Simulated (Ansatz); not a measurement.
# C2H8AlN: what the fields show

```xyz
12

C    -0.1104    1.2929   -0.5056
N    -0.0321   -0.0681   -0.0331
C     0.7980   -0.1945    1.1402
Al   -0.8619   -1.4300   -0.8064
H    -0.7441    1.3587   -1.3932
H    -0.5307    1.9622    0.2587
H     0.8816    1.6862   -0.7700
H     0.8392   -1.2336    1.4752
H     0.4154    0.4130    1.9729
H     1.8276    0.1373    0.9441
H    -1.7359   -1.1164   -2.0898
H    -0.6699   -2.8629   -0.1589
```

Geometry: PBE0-D4/def2-TZVP.

Level of theory: RKS PBE0-D4/def2-TZVPP (Ansatz 0.2.0).

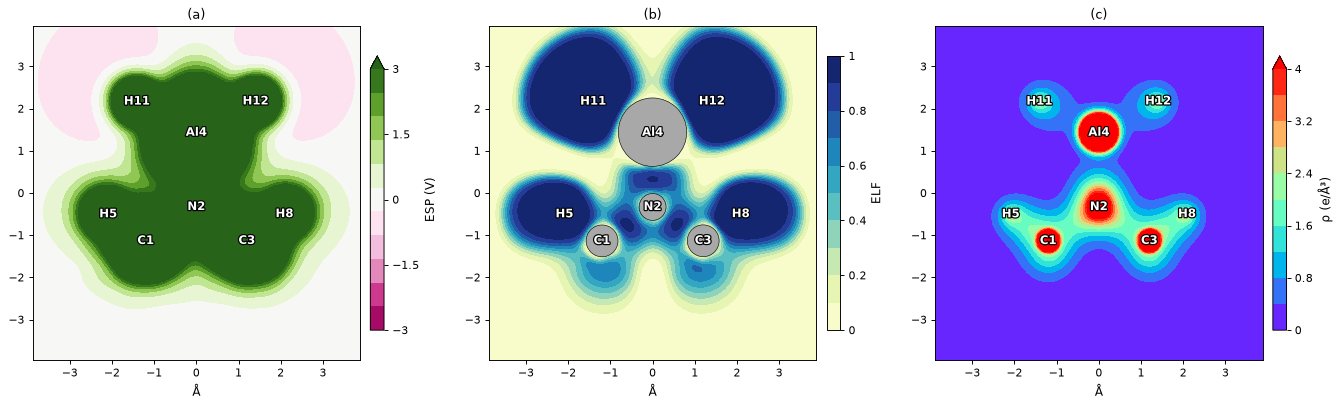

Figure 1. (a) molecular electrostatic potential; (b) electron localisation function; (c) total electron density on the plane of atoms N2, C1 and H5. Grey discs cover the atomic cores in the ELF map.

Question: What do the fields say about this system?

Answer:
- The section cuts through C, N, Al and H sites.
- C–N (1.44 Å): the density is about 2 e/Å³ at the midpoint; the ELF peaks at about 0.90 between the atoms; a shared electron pair.
- Al–N (1.77 Å): ρ is about 0.86 e/Å³ halfway; the ELF peaks at about 0.90 in the valence shell of N, 0.7 Å from its nucleus, and is about 0.65 at the midpoint.
- C–H (1.09 Å): ρ is about 2 e/Å³ halfway; the ELF climbs to about 1 towards the hydrogen, as it does in any bond to H: a covalent bond by its length.
- Al–H (1.58 Å): ρ is about 0.56 e/Å³ halfway; the ELF climbs to about 1 towards the hydrogen.
- Outside the dense part of the molecule the potential is most negative (−0.5 V) near H11 and H12.

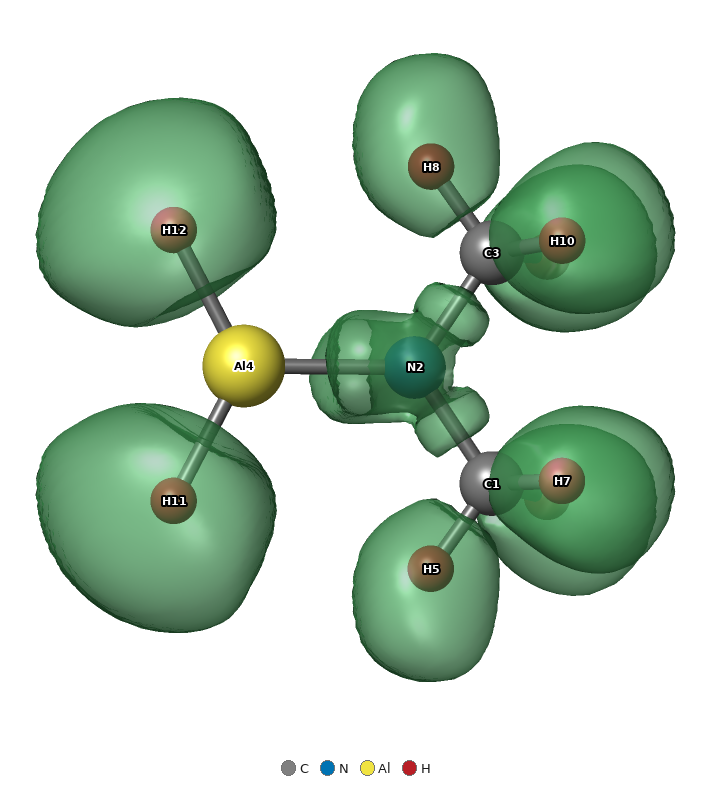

Figure 2. Isosurface of the ELF at 0.75 (green), seen across its widest extent. Only the valence region is drawn (cores and ρ < 0.01 e/Å³ removed).

Question: Identify the bonds, lone pairs and shells in this picture.

Answer: At this value the surface marks out eight regions around hydrogen nuclei and one region on N in which the atom's valence shell and bonds are merged.

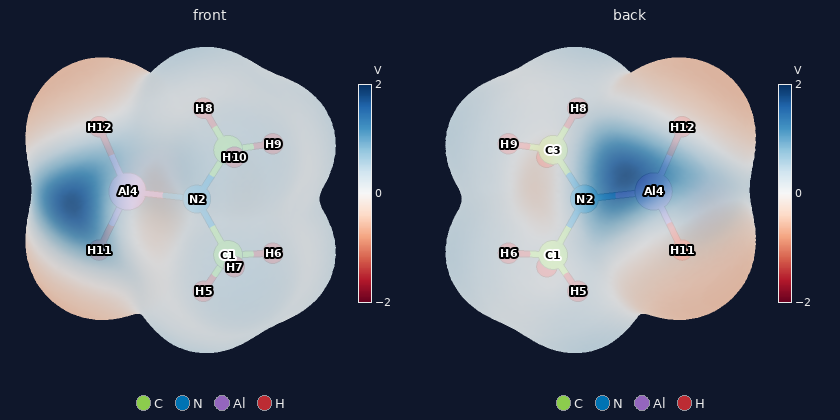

Figure 3. The molecular electrostatic potential painted on the density surface at 0.001 e/bohr³, seen from the front and from behind; red is negative and blue positive.

Question: Describe the electrostatic potential map.

Answer: The most negative region (about −0.5 V, or −12 kcal/mol for a unit charge) lies over H11 and H12, the most positive (about +1.7 V, or +39 kcal/mol for a unit charge) over Al4.
